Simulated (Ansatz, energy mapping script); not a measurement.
## Spin model of YNiO2 in the infinite layer structure from collinear orders

How strongly do the moments of YNiO2 in the infinite layer structure couple under r²SCAN? The plan is to run several orders and fit a Heisenberg model.

Main program and level: Ansatz 0.2.0; r²SCAN; plane waves, collinear spin, no spin–orbit coupling.

In doubt: warnings of the run leave room for a lower electronic state (step 2), so energies may not be the lowest and differences between runs may mislead.

## Step 1: Starting point

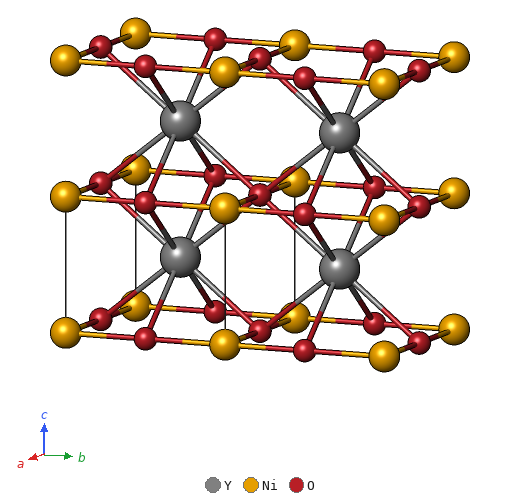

The starting structure, seen slightly off an axis (yttrium grey, nickel orange, oxygen red). 1×2×2 cells are drawn. Some periodic images of atoms are drawn too.

Structure file:

```cif
data_structure
_symmetry_space_group_name_H-M 'P 1'
_symmetry_Int_Tables_number 1
_cell_length_a 3.9163
_cell_length_b 3.9163
_cell_length_c 3.1121
_cell_angle_alpha 90.000
_cell_angle_beta 90.000
_cell_angle_gamma 90.000
_cell_volume 47.73
loop_
_atom_site_label
_atom_site_type_symbol
_atom_site_fract_x
_atom_site_fract_y
_atom_site_fract_z
_atom_site_occupancy
Y1 Y 0.50000 0.50000 0.50000 1
Ni2 Ni 0.00000 0.00000 0.00000 1
O3 O 0.50000 0.00000 0.00000 1
O4 O 0.00000 0.50000 0.00000 1
```

This cell was built for the study (infinite layer prototype, lattice guessed from radii), not taken from an experiment; the compound need not form in this structure.

The cell was relaxed beforehand in Ansatz under PBE with U = 4.8 eV on Ni d, ortho-atomic projectors, from parallel moments.

The meta-GGA has less self-interaction than a GGA and tends to give larger moments than a GGA does.

## Step 2: Order 1: parallel, cell A of 8 atoms

The parallel order is the zero of energy for this cell and mesh.

The input, input.yaml:

```yaml
crystal:
  lattice:
    - [3.916257808, 0.0, 0.0]
    - [0.0, 3.916257808, 3.112113969]
    - [0.0, -3.916257808, 3.112113969]
  atoms:
    - { symbol: "Y", position: [0.5, 0.5, 0.0] }
    - { symbol: "Y", position: [0.5, 0.0, 0.5] }
    - { symbol: Ni, position: [0.0, 0.0, 0.0], spin: 2.0 }
    - { symbol: Ni, position: [0.0, 0.5, 0.5], spin: 2.0 }
    - { symbol: O, position: [0.5, 0.0, 0.0] }
    - { symbol: O, position: [0.5, 0.5, 0.5] }
    - { symbol: O, position: [0.0, 0.25, 0.75] }
    - { symbol: O, position: [0.0, 0.75, 0.25] }
magnetization:
  spin_polarized: true
kpoints:
  mp_grid: { grid: [7, 6, 6] }
hamiltonian:
  xc: r2scan
scf:
  occupations: { method: fermi_dirac, width: 0.05 }
output:
  eigenvalues: true
```

Run with:

```console
> ansatz run input.yaml --threads 4 --pin off --max-ram 8192MiB --backend cpu --events-out ev --progress --plain --runs-dir out
```

Numbers of over 12 decimals in the logs are rounded to 6 here.

Output:

```text
Engine: ansatz 0.2.0, aarch64-unknown-linux-gnu
Pseudopotentials: kind: paw
Pseudopotential: Y, paw, valence charge 11, recommended cutoff 500 eV (meta_gga), Y.paw.azcp
Pseudopotential: Ni, paw, valence charge 18, recommended cutoff 500 eV (meta_gga), Ni.paw.azcp
Pseudopotential: O, paw, valence charge 6, recommended cutoff 500 eV (meta_gga), O.paw.azcp
Functional definition: r2SCAN
  parameter k0 = 0.174
  parameter k1 = 0.065
  parameter a1 = 4.9479
  exchange = r2scan_x(k0 = k0, k1 = k1, a1 = a1)
  correlation = r2scan_c
Crystal: 8 atoms, lattice volume = 95.461 Å³
Basis set: ecut = 500 eV, 2411 PW (Γ), exchange–correlation on 120×160×160 points (64 copies of the dense FFT grid, shifted against one another)
Bands: 52, of which v1, the nominal top of the filled ones, is band 41 counted from 1 (40 counted from 0)
Symmetry: 16 space group operations
Space group: P4/mmm (ITA 123), of the structure as read, at distance tolerance 4.6e-5 Å
Magnetic group: BNS 123.339 (UNI 999), of the structure as read, at distance tolerance 4.6e-5 Å
k-points: 52 of 252
Non-local potential: Y, projectors of the file, l = 0: 3, l = 1: 2, l = 2: 2, l = 3: 1
Non-local potential: Ni, projectors of the file, l = 0: 3, l = 1: 2, l = 2: 3, l = 3: 1
Non-local potential: O, projectors of the file, l = 0: 2, l = 1: 2, l = 2: 1
PAW form: soft (Blöchl's): semilocal exchange-correlation on the pseudo side does not see the compensation charge
PAW frozen core: Y, regenerated for the run's functional (the file was generated under x = pbe(κ = 0.804, μ = 0.219515), c = pbe(β = 0.066725))
PAW frozen core: Ni, regenerated for the run's functional (the file was generated under x = pbe(κ = 0.804, μ = 0.219515), c = pbe(β = 0.066725))
PAW frozen core: O, regenerated for the run's functional (the file was generated under x = pbe(κ = 0.804, μ = 0.219515), c = pbe(β = 0.066725))
PAW one-centre angular grid: Y, 590 points (default); XC on 160 Gauss nodes
PAW one-centre angular grid: Ni, 590 points (default); XC on 160 Gauss nodes
PAW one-centre angular grid: O, 302 points (default); XC on 160 Gauss nodes
Initial density: superposition of atomic densities (chi_scale 0.1, normalization cell, long waves kept (reshape's long-wave potential 0.00 eV rms))
Starting moments: Σ|m| = 4 μB on 2 of 8 sites
Initial wavefunctions: pseudopotential atomic-orbital guess
Functional: x = r2scan, c = r2scan; τ floored in thin density (d = 2e-4 eV/Å³)
SCF iter   1: F=—  HF=-21686.761882 eV  |F-HF|=—  |Δ(HF+E_count)|=         —  Δρ=1.14e-1 (↑3.43e-2 ↓1.14e-1)  dr2=1.09e1  dr2_τ=5.64e-2  dr2_m=2.09e0  M=2.316 μB ∫|m|=2.744 μB  β_m=0.71  ethr=3.10e-3  ⟨swp⟩=5.7  Hψ=17970  notcnv=0  defer=7
Mixer restart at iter 1: flushing history
preconditioner: auto → Kerker (q_TF=auto, 2.660 Å⁻¹)  [metal: Δε(μ)=0.008 eV  Ē_g=13.600 eV  σ=0.050 eV  W_gap=0.04  n_scr=34 (ndim 8)  ℏωp=29.9 eV  f_vac=0.000  D(μ)=4.26/eV (n_scr^D=34)]
spin=Collinear: Kerker preconditioning applied to the charge; magnetization (m = ρ↑ − ρ↓) channel mixes plain (no charge-response kernel on spin).
SCF iter   2: F=—  HF=-21689.736557 eV  |F-HF|=—  |Δ(HF+E_count)|=    2.97e0  Δρ=4.55e-2 (↑2.06e-2 ↓4.55e-2)  dr2=2.30e0  dr2_τ=3.48e-2  dr2_m=2.06e-1  M=2.226 μB ∫|m|=2.845 μB  β_m=1.00  ethr=3.10e-3  ⟨swp⟩=2.9  Hψ=11464  notcnv=0  defer=355  κ⁻¹=1.0e0(r=1)
SCF iter   3: F=—  HF=-21691.692513 eV  |F-HF|=—  |Δ(HF+E_count)|=    1.96e0  Δρ=2.03e-2 (↑1.66e-2 ↓2.03e-2)  dr2=9.71e-1  dr2_τ=7.84e-3  dr2_m=1.85e-2  M=2.117 μB ∫|m|=2.819 μB  β_m=1.00  ethr=2.81e-3  ⟨swp⟩=2.0  Hψ=7784  notcnv=0  defer=361  κ⁻¹=2.3e-2(r=2)
SCF iter   4: F=—  HF=-21692.614917 eV  |F-HF|=—  |Δ(HF+E_count)|=   9.22e-1  Δρ=1.26e-2 (↑1.01e-2 ↓1.26e-2)  dr2=4.94e-1  dr2_τ=2.94e-3  dr2_m=1.82e-2  M=2.038 μB ∫|m|=2.678 μB  β_m=1.00  ethr=1.18e-3  ⟨swp⟩=2.0  Hψ=7202  notcnv=0  defer=364  κ⁻¹=8.3e-3(r=3)
SCF iter   5: F=—  HF=-21692.862883 eV  |F-HF|=—  |Δ(HF+E_count)|=   2.48e-1  Δρ=6.71e-3 (↑6.71e-3 ↓5.66e-3)  dr2=1.21e-1  dr2_τ=5.65e-4  dr2_m=2.29e-3  M=1.927 μB ∫|m|=2.391 μB  β_m=1.00  ethr=6.02e-4  ⟨swp⟩=2.7  Hψ=11196  notcnv=0  defer=378  κ⁻¹=1.4e-3(r=4)
SCF iter   6: F=—  HF=-21692.936081 eV  |F-HF|=—  |Δ(HF+E_count)|=         —  Δρ=3.92e-3 (↑3.92e-3 ↓2.85e-3)  dr2=2.87e-2  dr2_τ=1.84e-4  dr2_m=1.23e-3  M=1.857 μB ∫|m|=2.212 μB  β_m=1.00  ethr=1.48e-4  ⟨swp⟩=2.5  Hψ=8284  notcnv=0  defer=385
Mixer restart at iter 6: flushing history
SCF iter   7: F=—  HF=-21692.946848 eV  |F-HF|=—  |Δ(HF+E_count)|=   1.08e-2  Δρ=2.79e-3 (↑2.79e-3 ↓2.68e-3)  dr2=1.91e-2  dr2_τ=1.26e-4  dr2_m=7.37e-6  M=1.851 μB ∫|m|=2.212 μB  β_m=1.00  ethr=3.50e-5  ⟨swp⟩=1.7  Hψ=5676  notcnv=0  defer=385  κ⁻¹=1.0e0(r=1)
SCF iter   8: F=—  HF=-21692.966238 eV  |F-HF|=—  |Δ(HF+E_count)|=   1.94e-2  Δρ=1.70e-3 (↑1.70e-3 ↓1.38e-3)  dr2=7.19e-3  dr2_τ=6.25e-5  dr2_m=5.94e-5  M=1.843 μB ∫|m|=2.201 μB  β_m=1.00  ethr=2.32e-5  ⟨swp⟩=2.0  Hψ=7819  notcnv=0  defer=385  κ⁻¹=3.0e-1(r=2)
[...]
SCF iter  12: F=—  HF=-21692.971725 eV  |F-HF|=—  |Δ(HF+E_count)|=   2.14e-4  Δρ=1.19e-4 (↑1.19e-4 ↓1.19e-4)  dr2=3.36e-5  dr2_τ=1.95e-7  dr2_m=8.92e-8  M=1.832 μB ∫|m|=2.169 μB  β_m=1.00  ethr=2.23e-7  ⟨swp⟩=2.0  Hψ=9866  notcnv=0  defer=383  κ⁻¹=5.3e-5(r=6)
SCF iter  13: F=—  HF=-21692.971742 eV  |F-HF|=—  |Δ(HF+E_count)|=   1.70e-5  Δρ=8.44e-5 (↑8.44e-5 ↓6.74e-5)  dr2=1.29e-5  dr2_τ=1.14e-7  dr2_m=4.25e-7  M=1.833 μB ∫|m|=2.170 μB  β_m=1.00  ethr=4.10e-8  ⟨swp⟩=2.0  Hψ=6806  notcnv=0  defer=383  κ⁻¹=4.7e-5(r=7)
SCF iter  14: F=—  HF=-21692.971768 eV  |F-HF|=—  |Δ(HF+E_count)|=   2.53e-5  Δρ=9.90e-5 (↑6.63e-5 ↓9.90e-5)  dr2=1.67e-5  dr2_τ=2.83e-8  dr2_m=2.84e-7  M=1.833 μB ∫|m|=2.172 μB  β_m=1.00  ethr=1.58e-8  ⟨swp⟩=2.0  Hψ=9687  notcnv=0  defer=383  κ⁻¹=1.0e-5(r=8)
SCF iter  15: F=—  HF=-21692.971768 eV  |F-HF|=—  |Δ(HF+E_count)|=   6.11e-7  Δρ=7.29e-5 (↑5.84e-5 ↓7.29e-5)  dr2=1.06e-5  dr2_τ=1.26e-8  dr2_m=7.43e-8  M=1.833 μB ∫|m|=2.172 μB  β_m=1.00  ethr=1.58e-8  ⟨swp⟩=1.0  Hψ=5418  notcnv=0  defer=381  κ⁻¹=8.0e-6(r=8)
SCF iter  16: F=—  HF=-21692.971771 eV  |F-HF|=—  |Δ(HF+E_count)|=   2.57e-6  Δρ=3.23e-5 (↑3.23e-5 ↓2.37e-5)  dr2=2.28e-6  dr2_τ=3.65e-9  dr2_m=1.95e-8  M=1.833 μB ∫|m|=2.173 μB  β_m=1.00  ethr=1.29e-8  ⟨swp⟩=2.0  Hψ=6795  notcnv=0  defer=381  κ⁻¹=2.8e-6(r=8)
SCF iter  17: F=—  HF=-21692.971770 eV  |F-HF|=—  |Δ(HF+E_count)|=   6.11e-7  Δρ=1.84e-5 (↑7.54e-6 ↓1.84e-5)  dr2=3.32e-7  dr2_τ=7.81e-10  dr2_m=3.17e-8  M=1.833 μB ∫|m|=2.173 μB  β_m=1.00  ethr=2.79e-9  ⟨swp⟩=2.0  Hψ=7616  notcnv=0  defer=381  κ⁻¹=5.4e-6(r=8)
SCF iter  18: F=—  HF=-21692.971770 eV  |F-HF|=—  |Δ(HF+E_count)|=   1.90e-7  Δρ=5.02e-6 (↑5.02e-6 ↓3.08e-6)  dr2=3.50e-8  dr2_τ=2.72e-10  dr2_m=2.98e-9  M=1.833 μB ∫|m|=2.173 μB  β_m=1.00  ethr=4.05e-10  ⟨swp⟩=2.0  Hψ=7576  notcnv=0  defer=381  κ⁻¹=2.5e-5(r=8)
SCF iter  19: F=—  HF=-21692.971771 eV  |F-HF|=—  |Δ(HF+E_count)|=   1.45e-7  Δρ=1.01e-5 (↑5.84e-6 ↓1.01e-5)  dr2=1.59e-7  dr2_τ=2.21e-10  dr2_m=4.36e-9  M=1.833 μB ∫|m|=2.173 μB  β_m=1.00  ethr=4.27e-11  ⟨swp⟩=2.0  Hψ=9694  notcnv=0  defer=381  κ⁻¹=3.9e-5(r=8)
SCF iter  20: F=—  HF=-21692.971771 eV  |F-HF|=—  |Δ(HF+E_count)|=   5.39e-9  Δρ=1.65e-6 (↑1.45e-6 ↓1.65e-6)  dr2=3.57e-9  dr2_τ=4.85e-11  dr2_m=3.37e-11  M=1.833 μB ∫|m|=2.173 μB  β_m=1.00  ethr=4.27e-11  ⟨swp⟩=2.0  Hψ=9692  notcnv=0  defer=381  κ⁻¹=9.0e-6(r=8)
SCF iter  21: F=-21692.971771 eV  HF=-21692.971771 eV  |F-HF|=3.24e-9  |Δ(HF+E_count)|=   6.05e-9  Δρ=8.74e-7 (↑8.74e-7 ↓6.45e-7)  dr2=5.31e-10  dr2_τ=1.35e-11  dr2_m=1.60e-10  M=1.833 μB ∫|m|=2.173 μB  ethr=4.35e-12  ⟨swp⟩=7.4  Hψ=19698  notcnv=0
SCF 1 converged in 21 iterations: F = -21692.971771 eV  dr2 = 5.31e-10
  greatest PAW one-centre occupation: 1.003 electrons in one spin orbital (limit 2), on the Ni atom at site 3 (counted from 0), in its partial waves of l = 1
WARN: an SCF from antiferromagnetic starting moments (0.00, 0.00, -2.00, 2.00, 0.00, 0.00, 0.00, 0.00 Bohr magnetons, atom by atom) was not made, by what the run has read of turns of its moments that order reads lower: the deck asks for what bars it, or types moments that do (magnetization.spin_polarized, in the input reference, names some of the keys), or the run goes by scf.lower_state_search: light, the default, which as a rule tries one only behind a close that has lost an order of both signs, or on which an open d or half-filled 4f shell of a PAW file has lost a moment that was set nearer to Hund's than to what is left; [rest of the remark cut]
this state was not tested for a lower state beside it, because the mixer in use, unlike msr1, does not test its closes by its own steps (another_mixer; see scf.mixing.algorithm and scf.lower_state_search)
SCF converged after 21 iterations
Magnetization: 1.8333 μB (41.9166 up, 40.0834 down)
Absolute magnetization: 2.1714 μB (∫|ρ↑−ρ↓|, with the PAW one-centre terms)
Spin contamination: 0.0568 ħ² per cell (⟨S²⟩ above its minimum at these occupations)
Per-site moments (μB) at R_I (Å): [(-0.00684237, 1.031710), (-0.00684237, 1.031710), (0.883091, 0.807728), (0.883091, 0.8077281729), (0.037327, 0.807728), (0.037327, 0.807728), (0.036184, 0.8077281729), (0.036184, 0.8077281729)]
Free energy (F): -21692.971771 eV
Harris-Foulkes:  -21692.971771 eV  (|F-HF|=3.24e-9)
Internal energy: -21692.963415 eV  (E = F + TS)
E sigma→0 (E₀):  -21692.967593 eV
Entropy (-TS):   -0.008356 eV (-1.045 meV/atom)
Fermi energy:    14.313182 eV
--- Per-component energies (eV) ---
  E_band       = -870.699746
  E_kinetic    = 1876.586350
  E_local      = -10966.865694  (includes V_loc(G=0)·N_el)
  E_nonlocal   = 1587.608264
  E_hartree    = 4526.116885
  E_xc         = -788.155600
  E_vxc        = -1100.086683  (∫ρ·V_xc dr)
  E_paw        = -9623.256494  (= ΣΔE_a)
  E_vpaw       = -1387.690351  (= ΣTr[D̂ρ^β])
  E_aug_tail   = 0.004798  (compensation charges beyond the density's cutoff)
  E_vtau       = 67.509329  (kinetic-family band-sum trace: ∫τ·v_τ [+ j·A + Jᵃ·Aᵃ] dr)
  E_ewald      = -8303.966117
  E_core_change = -1.035808  (= ΣΔE_core)
  E_smearing   = -0.008356  (= −TS)
  E_closure    = -0.000000  (closes the sum)
  Σ components = -21692.971771   (vs F -21692.971771, Δ=0.00e0)
--- Band table (eV; the first three rows and the last of 104) ---
  k-point 0 ↑: bands = [... 37 lower, 11.9418, 12.1727, 12.4339, 12.5564, 13.2586, 13.5335, 15.5930, 16.9404, ... 7 higher]
  k-point 1 ↑: bands = [... 37 lower, 12.0052, 12.1370, 12.3916, 12.4965, 13.0653, 13.8294, 15.9302, 17.1725, ... 7 higher]
  k-point 2 ↑: bands = [... 37 lower, 12.0060, 12.1593, 12.2633, 12.3300, 12.7026, 14.6647, 16.7361, 17.0276, ... 7 higher]
  k-point 51 ↓: bands = [... 37 lower, 13.4458, 13.4864, 14.0023, 15.8955, 16.0072, 16.7395, 17.2796, 17.6540, ... 7 higher]
```

Wall time 30 s (4 threads of Arm Neoverse V2, shared host); peak memory 0.96 GiB.

Spin moment in the sphere by atom:

| atom | spin moment in the sphere (μB) |
| --- | --- |
| Y1 | -0.007 |
| Y2 | -0.007 |
| Ni3 | 0.883 |
| Ni4 | 0.883 |
| O5 | 0.037 |
| O6 | 0.037 |
| O7 | 0.036 |
| O8 | 0.036 |

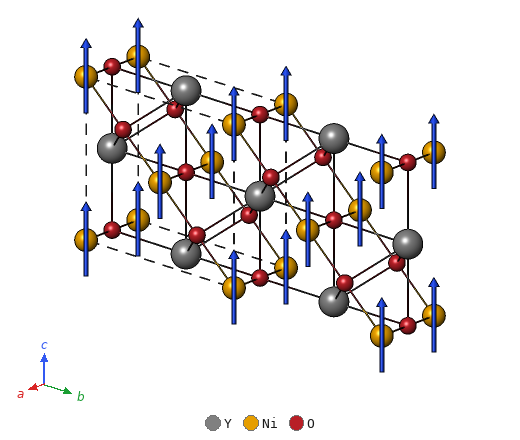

Spin moment in the sphere as arrows, the longest 0.883 μB. Up and down stand for the sign. Arrows give size and sign along the axis of quantisation, drawn up and down the page. 1×2×1 cells are drawn. Some periodic images of atoms are drawn too.

The run ends ferromagnetic.

## Step 3: Run 2 (compensated +−; cell A, 8 atoms)

This order reverses 2 of the 2 neighbours at 3.11 Å and 2 of the 4 neighbours at 3.92 Å, counted for an average magnetic atom.

Changes to input.yaml since step 2:

```diff
@@ -9,3 +9,3 @@
     - { symbol: Ni, position: [0.0, 0.0, 0.0], spin: 2.0 }
-    - { symbol: Ni, position: [0.0, 0.5, 0.5], spin: 2.0 }
+    - { symbol: Ni, position: [0.0, 0.5, 0.5], spin: -2.0 }
     - { symbol: O, position: [0.5, 0.0, 0.0] }
```

Output:

```text
[...]
Crystal: 8 atoms, lattice volume = 95.461 Å³
Basis set: ecut = 500 eV, 2411 PW (Γ), exchange–correlation on 120×160×160 points (64 copies of the dense FFT grid, shifted against one another)
Bands: 52, of which v1, the nominal top of the filled ones, is band 41 counted from 1 (40 counted from 0)
Symmetry: 8 space group operations
[...]
k-points: 52 of 252
[...]
Starting moments: Σ|m| = 4 μB on 2 of 8 sites
Starting magnetic order: antiferromagnet; a translation exchanges its spin sublattices: spin-degenerate at every k-point
[...]
SCF iter   1: F=—  HF=-21687.010979 eV  |F-HF|=—  |Δ(HF+E_count)|=         —  Δρ=8.17e-2 (↑8.17e-2 ↓8.17e-2)  dr2=1.09e1  dr2_τ=5.52e-2  dr2_m=1.82e0  M=0.000 μB ∫|m|=2.724 μB  β_m=0.30  ethr=3.10e-3  ⟨swp⟩=5.8  Hψ=8905  notcnv=0  defer=32
[...]
SCF iter  19: F=-21693.020497 eV  HF=-21693.020497 eV  |F-HF|=8.40e-9  |Δ(HF+E_count)|=   1.64e-8  Δρ=2.85e-6 (↑2.85e-6 ↓2.85e-6)  dr2=1.85e-8  dr2_τ=6.32e-11  dr2_m=4.24e-10  M=0.000 μB ∫|m|=2.319 μB  ethr=2.07e-11  ⟨swp⟩=7.7  Hψ=9070  notcnv=0
SCF 1 converged in 19 iterations: F = -21693.020497 eV  dr2 = 1.85e-8
[...]
SCF converged after 19 iterations
Magnetization: 0.0000 μB (41.0000 up, 41.0000 down)
Absolute magnetization: 2.3192 μB (∫|ρ↑−ρ↓|, with the PAW one-centre terms)
[...]
Per-site moments (μB) at R_I (Å): [(-3.6356136403812266e-16, 1.031710), (3.6356136403812266e-16, 1.031710), (0.963187, 0.807728), (-0.963187, 0.8077281729), (0.061544, 0.807728), (-0.061544, 0.807728), (-7.292829266276679e-19, 0.8077281729), (1.2578271292196357e-17, 0.8077281729)]
Free energy (F): -21693.020497 eV
[...]
Internal energy: -21693.011666 eV  (E = F + TS)
E sigma→0 (E₀):  -21693.016082 eV
Entropy (-TS):   -0.008831 eV (-1.104 meV/atom)
Fermi energy:    14.070395 eV
[...]
--- Band table (eV; the first three rows and the last of 104) ---
  k-point 0 ↑: bands = [... 37 lower, 12.4546, 12.7413, 13.1111, 13.2112, 13.9562, 15.7236, 15.8819, 16.8217, ... 7 higher]
  k-point 1 ↑: bands = [... 37 lower, 12.4490, 12.7001, 13.0577, 13.2278, 14.1178, 15.6585, 16.1423, 17.1655, ... 7 higher]
  k-point 2 ↑: bands = [... 37 lower, 12.4305, 12.5805, 12.8887, 13.1752, 14.7864, 15.6090, 16.8126, 17.1693, ... 7 higher]
  k-point 51 ↓: bands = [... 37 lower, 13.2578, 13.3111, 13.3961, 13.9802, 15.9575, 16.8729, 17.1857, 17.2295, ... 7 higher]
```

The job ended after 18 s (4 threads; peak memory 0.95 GiB; 68 s of CPU time).

Spin moment in the sphere by atom:

| atom | spin moment in the sphere (μB) |
| --- | --- |
| Y1 | 0.000 |
| Y2 | 0.000 |
| Ni3 | 0.963 |
| Ni4 | -0.963 |
| O5 | 0.062 |
| O6 | -0.062 |
| O7 | 0.000 |
| O8 | 0.000 |

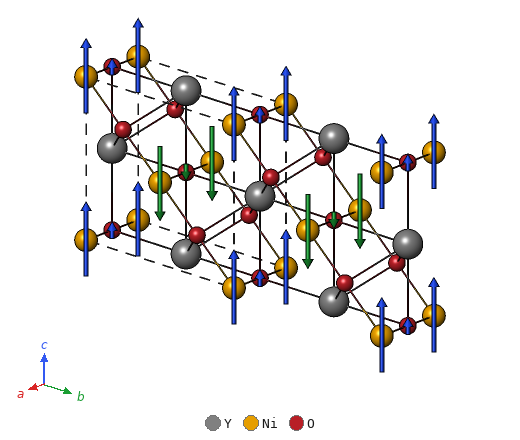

Spin moment in the sphere as arrows, the longest 0.963 μB. Up and down stand for the sign. Arrows give size and sign along the axis of quantisation, drawn up and down the page. Each arrow also spans its atom, so small moments look longer than they are. The two directions have two colours. 1×2×1 cells are drawn. Some periodic images of atoms are drawn too.

The run ends antiferromagnetic, 24.24 meV a magnetic atom below the parallel order of its cell (energies taken at zero occupation width, not the printed F).

[end of part 1 of 2]

[Logs and program files are shortened in this print: banners, set-up blocks, solver, clock and traceback lines can be left out without a mark of their own.]

[Logs are printed without paths, hosts, clocks, repeated set-up lines and the standing remarks that a program may print on its own settings, such as how far it seeks lower states.]

[Hosts, paths, dates, database ids (printed as entryN), source tags and the programs' standing remarks are cut or masked in the printed files.]

[Where a cell is said to come from a database of computed structures, the database is the Materials Project.]
